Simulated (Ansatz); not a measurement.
## Run report: C₂H₂F₄, frequency calculation

C₂H₂F₄, computed with MP2/6-31G*, RHF (Ansatz 0.2.0).

The geometry was optimised with MP2/6-31G*.

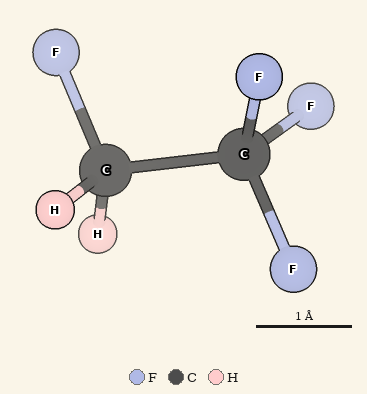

The input geometry (ball-and-stick view, seen at a tilt). Bond lengths as drawn: C–C 1.51 Å, C–F 1.35 to 1.38 Å and C–H 1.09 Å.

Input
```yaml
crystal:
  periodic: [false, false, false]
  atoms:
    - {symbol: F, position_ang: [-0.217784, -1.494341, 0.935056]}
    - {symbol: C, position_ang: [-0.211765, -0.733961, -0.220899]}
    - {symbol: C, position_ang: [0.209715, 0.670625, 0.132023]}
    - {symbol: F, position_ang: [1.444150, 0.697953, 0.667302]}
    - {symbol: F, position_ang: [0.219175, 1.424839, -0.991862]}
    - {symbol: F, position_ang: [-0.637847, 1.236308, 1.011073]}
    - {symbol: H, position_ang: [0.500540, -1.150958, -0.935645]}
    - {symbol: H, position_ang: [-1.214185, -0.707465, -0.652847]}
basis:
  gaussian:
    orbitals: "6-31G*"
total_charge: 0
correlation:
  method: mp2
phonons:
  temperatures: {t_min: 298.15, t_max: 298.15, t_step: 1}
```

Run on 1 thread of Intel Xeon (Sapphire Rapids), 192 GiB of memory available, shared host.

Launch command:
```bash
ansatz run in.yaml --threads 1 --pin off --max-ram 3480MiB --events-out events.jsonl --progress --plain --runs-dir runs
```

The program's output
```
Functional definition: HF
  name "HF"
  exchange = exact_x
  correlation = 0
these checks for a lower state are left out or cut short: cluster_reference
940 factors; integrals over basis functions are off by at most 3.1e-4 eV
mean field evaluation 1: about -12911.8843 eV, gradient 4.6e1 eV
mean field evaluation 2: about -12911.9629 eV, gradient 4.6e1 eV
mean field evaluation 4: about -12915.9687 eV, gradient 3.5e0 eV
mean field evaluation 8: about -12916.0121 eV, gradient 1.6e-4 eV
mean field -12916.01205557 eV, -474.6546882548 hartree, gradient 2.3e-6 eV, S^2 0.000000; 0 other end points of the search recorded, 0 dependent functions left out
6 core orbitals not correlated: weight in the atoms' cores, before any rotation towards them, 1.000 or more for the frozen orbitals, at most 0.000 for the correlated occupied ones
reference -12916.01205557 eV, -474.6546882548 hartree; 19, 19 occupied and 69, 69 virtual orbitals, 940 factors
second order -25.45068604 eV of doubles, -0.00000000 eV of singles
the calculation of the forces begins
these checks for a lower state are left out or cut short: starts, cluster_reference, orbital_swaps, neighbouring_geometries, increment
940 factors; integrals over basis functions are off by at most 3.1e-4 eV
mean field evaluation 16: about -12916.0120 eV, gradient 3.8e-5 eV
mean field -12916.01204240 eV, -474.6546877708 hartree, gradient 2.8e-6 eV, S^2 0.000000; 0 other end points of the search recorded, 0 dependent functions left out
[... from here on the field's lines of each further geometry are left out, up to the last ...]
6 core orbitals not correlated: weight in the atoms' cores, before any rotation towards them, 1.000 or more for the frozen orbitals, at most 0.000 for the correlated occupied ones
reference -12916.01267134 eV, -474.6547108837 hartree; 19, 19 occupied and 69, 69 virtual orbitals, 940 factors
second order -25.45003778 eV of doubles, -0.00000000 eV of singles
the calculation of the forces begins
these checks for a lower state are left out or cut short: starts, cluster_reference, orbital_swaps, neighbouring_geometries, increment
940 factors; integrals over basis functions are off by at most 3.1e-4 eV
mean field -12916.01137118 eV, -474.6546631038 hartree, gradient 2.8e-6 eV, S^2 0.000000; 0 other end points of the search recorded, 0 dependent functions left out
6 core orbitals not correlated: weight in the atoms' cores, before any rotation towards them, 1.000 or more for the frozen orbitals, at most 0.000 for the correlated occupied ones
reference -12916.01137118 eV, -474.6546631038 hartree; 19, 19 occupied and 69, 69 virtual orbitals, 940 factors
second order -25.45133914 eV of doubles, -0.00000000 eV of singles
the calculation of the forces begins
Total energy: -12941.46274161 eV, -475.5899837157 hartree
Atom 0 at    -0.217784    -1.494341     0.935056 Å, force     0.000218     0.001113    -0.000795 eV/Å
Atom 1 at    -0.211765    -0.733961    -0.220899 Å, force    -0.000184    -0.001006     0.000518 eV/Å
Atom 2 at     0.209715     0.670625     0.132023 Å, force     0.000089     0.000379    -0.000291 eV/Å
Atom 3 at     1.444150     0.697953     0.667302 Å, force     0.000740     0.000033     0.000170 eV/Å
Atom 4 at     0.219175     1.424839    -0.991862 Å, force    -0.000032    -0.000666     0.000671 eV/Å
Atom 5 at    -0.637847     1.236308     1.011073 Å, force    -0.000615     0.000459     0.000346 eV/Å
Atom 6 at     0.500540    -1.150958    -0.935645 Å, force     0.000010    -0.000181    -0.000365 eV/Å
Atom 7 at    -1.214185    -0.707465    -0.652847 Å, force    -0.000226    -0.000131    -0.000254 eV/Å
Dipole moment:    -0.101798    -0.163452    -0.360913 e Å
Vibrations: 115.04 216.33 358.01 412.55 529.31 549.14 667.48 864.88 1020.64 1141.95 1244.06 1246.04 1360.63 1364.00 1506.14 1566.97 3151.35 3223.74 cm⁻¹, zero-point energy 1.273209 eV
Checks for a lower state left out: cluster_reference
```

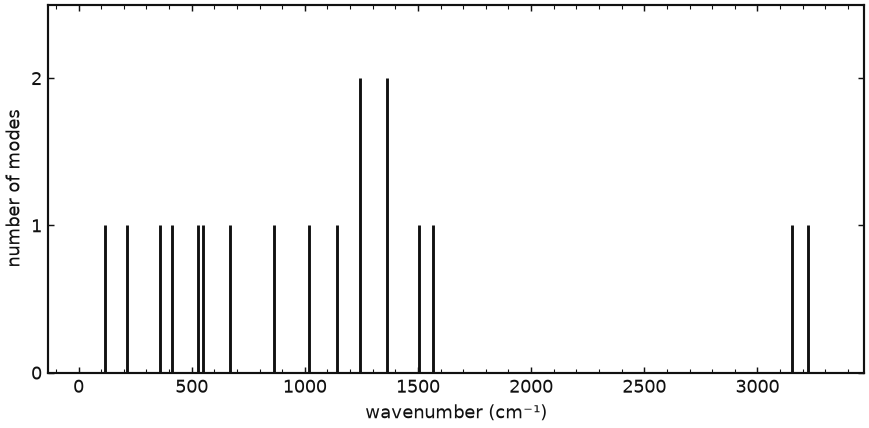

Harmonic vibrational wavenumbers from the force constants; neighbouring modes closer than 14 cm⁻¹ are counted in one stick. 18 modes from 115 to 3224 cm⁻¹, none imaginary.

Summary

```csv
quantity,value
outcome,converged
total energy,−475.589984 hartree
SCF energy,−474.654688 hartree
MP2 energy,−475.589984 hartree
correlation energy,−0.935295 hartree
basis functions,94
largest force,0.001 eV/Å
SCF solution under orbital rotations,stable
zero-point energy,0.046790 hartree
"wavenumbers, lowest and highest",115 and 3224 cm⁻¹
wall time,2.4 min
peak memory,0.21 GiB
```
